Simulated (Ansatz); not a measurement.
**C$_{2}$H$_{9}$B$_{3}$: density, localisation and related maps**

The calculation's input:

```
crystal:
  periodic: [false, false, false]
  atoms:
    - symbol: C
      position_ang: [0.279448, 0.466619, 0.675800]
    - symbol: C
      position_ang: [0.264249, 3.196752, 0.939386]
    - symbol: B
      position_ang: [1.037360, -0.136348, -0.543022]
    - symbol: B
      position_ang: [-1.095531, -0.259961, 0.604872]
    - symbol: B
      position_ang: [-0.096975, 1.897168, 0.130286]
    - symbol: H
      position_ang: [2.142850, -0.601715, -0.355327]
    - symbol: H
      position_ang: [0.570385, -0.158090, -1.658613]
    - symbol: H
      position_ang: [0.802920, 0.441842, 1.645833]
    - symbol: H
      position_ang: [-1.766833, -0.293642, -0.400766]
    - symbol: H
      position_ang: [-1.502106, -0.812846, 1.606335]
    - symbol: H
      position_ang: [-0.674257, 2.015489, -0.929603]
    - symbol: H
      position_ang: [0.787584, 3.040817, 1.902532]
    - symbol: H
      position_ang: [0.886514, 3.862003, 0.298311]
    - symbol: H
      position_ang: [-0.666058, 3.779462, 1.127721]
basis:
  gaussian: {orbitals: def2-SVPD}
output: {forces: true, orbitals: {seedname: orbitals}}
hamiltonian: {xc: {name: PBE0}}
```

Launched as:

```sh
ansatz run input.yaml --threads 2 --pin off --max-ram 4350MiB --events-out events.jsonl --progress --plain --runs-dir runs
```

Geometry: BLYP-D3(BJ)/def2-SVP.

Method: isolated molecule in a Gaussian basis; Kohn-Sham density functional theory, functional PBE0 (Ansatz 0.2.0).

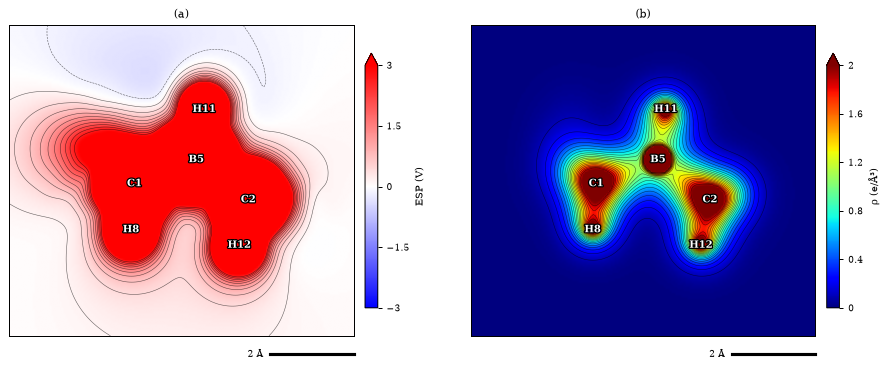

Figure 1. (a) electrostatic potential; (b) total electron density on the plane of atoms C1, B5 and C2.

What do the fields say about this system?

Answer. Atoms in the plane: C, B and H. C–B (1.58 Å): ρ is about 1.3 e/Å³ halfway. C–H (1.10 Å): ρ is about 1.9 e/Å³ halfway. B–H (1.21 Å): the density is about 1.2 e/Å³ at the midpoint. Outside the dense part of the molecule the potential is most negative (−0.4 V) near H11.

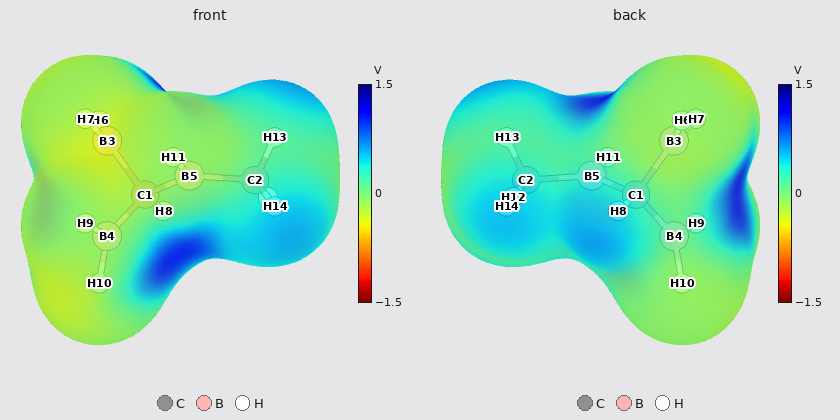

Figure 2. The electrostatic potential painted on the density surface at 0.001 e/bohr³, seen from the front and from behind; red is negative and blue positive.

Which sites attract a positive test charge, and which a negative one?

Answer. A positive charge is drawn to the negative regions and a negative charge to the positive ones. The most negative region (about −0.4 V, or −9 kcal/mol for a unit charge) lies over H7, H9 and H11, the most positive (about +1.1 V, or +25 kcal/mol for a unit charge) over B3, B4 and B5.

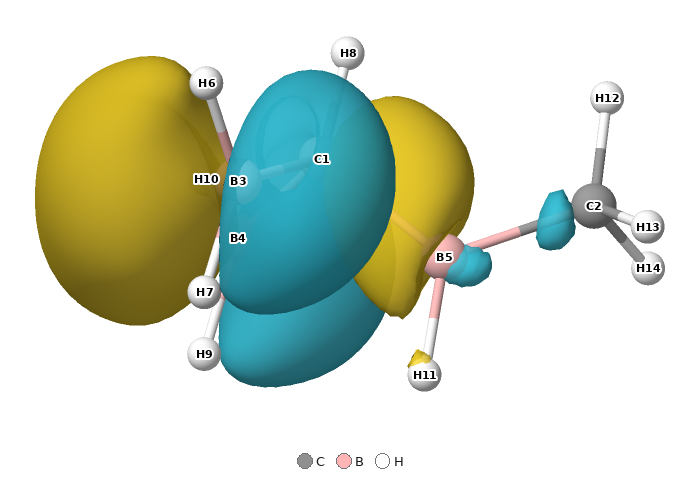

Figure 3. The LUMO at ±0.1 Å⁻³ᐟ² (yellow and cyan are the two phases), seen from one side.

What is the character of this orbital?

Answer. It lies mainly on B4 (about 30 %), B3 (about 30 %), C1 (about 10 %) and B5 (about 5 %). Its energy is −1.70 eV.
